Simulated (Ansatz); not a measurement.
# Calculations on BSiH4S

## 1. Relaxation

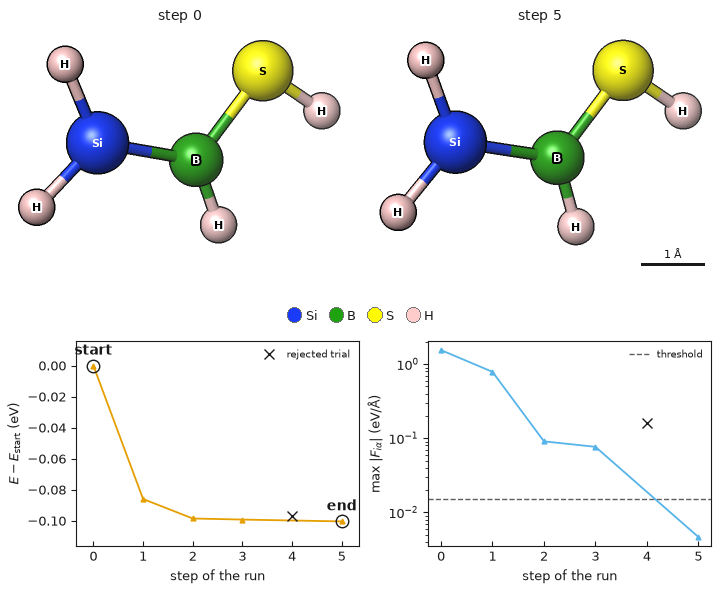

First and last geometry of a relaxation of BSiH4S (multiplicity 2), with the history of the run. The picture is a ball-and-stick view, seen at a tilt.

The run prepares an end point of a later path (torsion) calculation, from a guessed geometry.

Theory: UKS PBE0-D4/def2-SVP (Ansatz 0.2.0).

The input:
```yaml
crystal:
  periodic: [false, false, false]
  atoms:
    - { symbol: Si, position_ang: [-1.15039, 0.41992, -0.62162] }
    - { symbol: B, position_ang: [0.23169, -0.19963, 0.50186] }
    - { symbol: S, position_ang: [1.92398, -0.32732, -0.16029] }
    - { symbol: H, position_ang: [-2.5626, 0.56465, -0.25292] }
    - { symbol: H, position_ang: [-1.05562, 0.84361, -2.02107] }
    - { symbol: H, position_ang: [0.08666, -0.5225, 1.62068] }
    - { symbol: H, position_ang: [2.52628, -0.77872, 0.93335] }
magnetization:
  spin_polarized: true
  initial_magnetization: 1
basis:
  gaussian: { orbitals: def2-SVP }
hamiltonian:
  xc: pbe0
  dispersion: d4
relax:
  f_tol: 0.015
  max_steps: 40
```

Command:
```bash
ansatz run input.yaml --threads 1 --pin off --max-ram 2048MiB --backend cpu --events-out ev --progress --plain --runs-dir out
```

**What do the curves and the structures tell?**

It converged. The largest move after the best rigid fit is that of H4, 0.088 Å. Largest moves by element: H 0.088 Å, Si 0.041 Å, B 0.040 Å, S 0.008 Å. Among the contacts that change: Si1–B2 1.886 → 1.941 Å, B2–S3 1.822 → 1.787 Å, B2–H6 1.173 → 1.206 Å, S3–H7 1.328 → 1.352 Å. Among the angles between lasting bonds that change: H4–Si1–H5 105.9° → 112.9°, Si1–B2–H6 124.6° → 119.6°, S3–B2–H6 116.2° → 120.2°. Over 4 accepted moves (5 points after the start) the energy falls by 0.100 eV. The largest force component goes from 1.5 to 0.0047 eV/Å. The line search rejected the trial step at point 4 of the run.

## 2. Relaxation

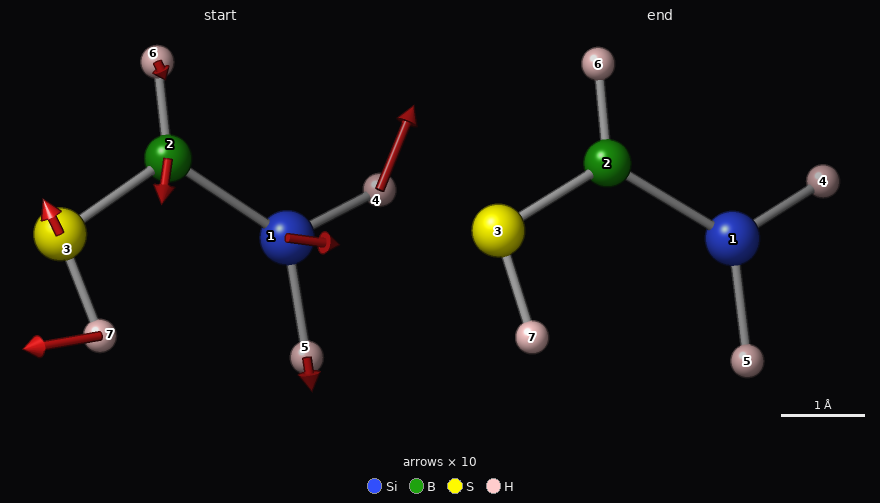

The structure of BSiH4S (multiplicity 2) before (left) and after (right) a relaxation, at one scale. The red arrows give the displacements, 10 times their true length.

A ball-and-stick model, seen at a tilt.

The run prepares an end point of a later path (torsion) calculation, from a guessed geometry.

Level of theory: UKS PBE0-D4/def2-SVP in Ansatz 0.2.0.

The input:
```yaml
crystal:
  periodic: [false, false, false]
  atoms:
    - { symbol: Si, position_ang: [-1.15039, 0.41992, -0.62162] }
    - { symbol: B, position_ang: [0.23169, -0.19963, 0.50186] }
    - { symbol: S, position_ang: [1.92398, -0.32732, -0.16029] }
    - { symbol: H, position_ang: [-2.5626, 0.56465, -0.25292] }
    - { symbol: H, position_ang: [-1.05562, 0.84361, -2.02107] }
    - { symbol: H, position_ang: [0.08666, -0.5225, 1.62068] }
    - { symbol: H, position_ang: [1.68145, 0.09693, -1.3947] }
magnetization:
  spin_polarized: true
  initial_magnetization: 1
basis:
  gaussian: { orbitals: def2-SVP }
hamiltonian:
  xc: pbe0
  dispersion: d4
relax:
  f_tol: 0.015
  max_steps: 40
```

Launched with:
```bash
ansatz run input.yaml --threads 1 --pin off --max-ram 2048MiB --backend cpu --events-out ev --progress --plain --runs-dir out
```

Q: Describe what moved and what it gained.

A: H7 moves most after the best rigid fit: 0.12 Å. By element the largest moves are H 0.12 Å, Si 0.08 Å, B 0.06 Å, S 0.05 Å. Some distances before and after: Si1–B2 1.886 → 1.938 Å, B2–S3 1.822 → 1.784 Å, B2–H6 1.173 → 1.206 Å, S3–H7 1.328 → 1.354 Å. Bond angles that change, for instance: H4–Si1–H5 105.9° → 113.0°, Si1–B2–S3 119.2° → 124.7°, B2–Si1–H5 128.1° → 122.8°. After 5 geometry steps the energy has fallen by 0.113 eV. Largest force component: 1.4 eV/Å at the start, 0.0028 eV/Å at the end. Cost: 26 s on 1 thread of Arm Neoverse V1, on a shared host, peak memory 0.17 GiB.

## 3. Path

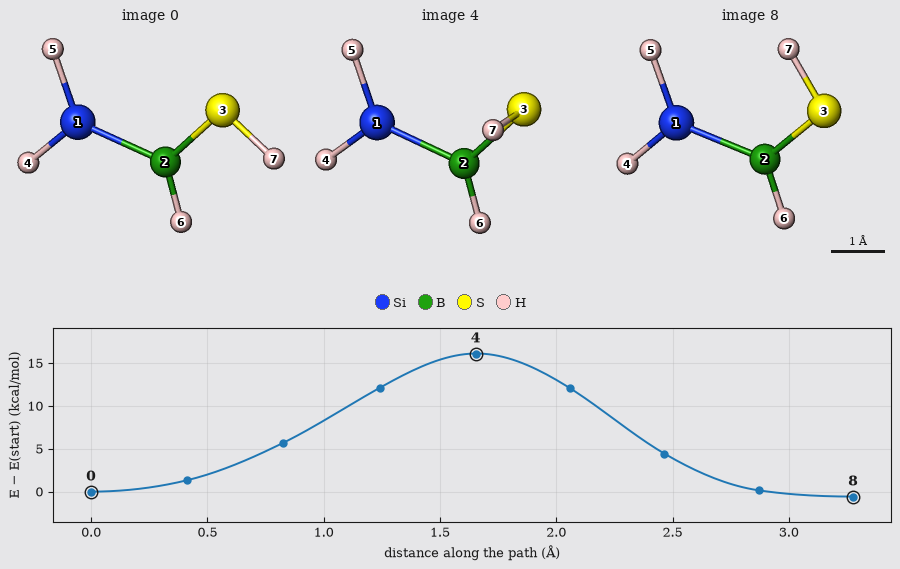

A nudged-elastic-band calculation for BSiH4S (multiplicity 2). Images are numbered from 0 (start) to 8 (end). A ball-and-stick model, seen at a tilt.

Theory: Ansatz, UKS PBE0-D4/def2-SVP.

The input:
```yaml
crystal:
  periodic: [false, false, false]
  atoms:
    - { symbol: Si, position_ang: [-1.177591, 0.431104, -0.650232] }
    - { symbol: B, position_ang: [0.266148, -0.203188, 0.482113] }
    - { symbol: S, position_ang: [1.929047, -0.321177, -0.162422] }
    - { symbol: H, position_ang: [-2.580629, 0.548557, -0.16807] }
    - { symbol: H, position_ang: [-1.016463, 0.848177, -2.071256] }
    - { symbol: H, position_ang: [0.034127, -0.517126, 1.622911] }
    - { symbol: H, position_ang: [2.545361, -0.786336, 0.946947] }
magnetization:
  spin_polarized: true
  initial_magnetization: 1
basis:
  gaussian: { orbitals: def2-SVP }
hamiltonian:
  xc: pbe0
  dispersion: d4
neb:
  order_check: false
  images: 7
  f_tol: 0.05
  max_iterations: 53
  initial_path: idpp
  final_atoms:
    - { symbol: Si, position_ang: [-0.99315744, 0.36089608, -0.54140341] }
    - { symbol: B, position_ang: [0.18105274, -0.30334407, 0.850498] }
    - { symbol: S, position_ang: [1.93262085, -0.57870426, 0.65570927] }
    - { symbol: H, position_ang: [-2.45329544, 0.58794827, -0.3663954] }
    - { symbol: H, position_ang: [-0.51079468, 0.70063904, -1.91127005] }
    - { symbol: H, position_ang: [-0.24645097, -0.56713306, 1.94728828] }
    - { symbol: H, position_ang: [2.09002494, -0.20029101, -0.63443568] }
```

Command:
```bash
ansatz run input.yaml --threads 1 --pin off --max-ram 2048MiB --backend cpu --events-out ev --progress --plain --runs-dir out
```

Read off the barrier and say what moves.

Answer. The motion is a rotation about the B2–S3 bond by about 180°. No bond forms or breaks between the ends. Bond angles that change up to the highest image, for instance: B2–S3–H7 98.7° → 93.7°, B2–Si1–H4 122.5° → 124.6°. Forward barrier 16.1 kcal/mol, backward barrier 16.7 kcal/mol, with image 4 at the top; the reaction energy is −0.6 kcal/mol. The band converged in 5 iterations. The largest component of the band force went from 1.6 to 0.039 eV/Å. The climbing image converged on the top of the path. Its vibrational analysis gives one imaginary mode (613i cm⁻¹), as a transition state must have.

The run took 2.6 min on 1 thread of Arm Neoverse V1, with other jobs on the host, peak memory 0.17 GiB.
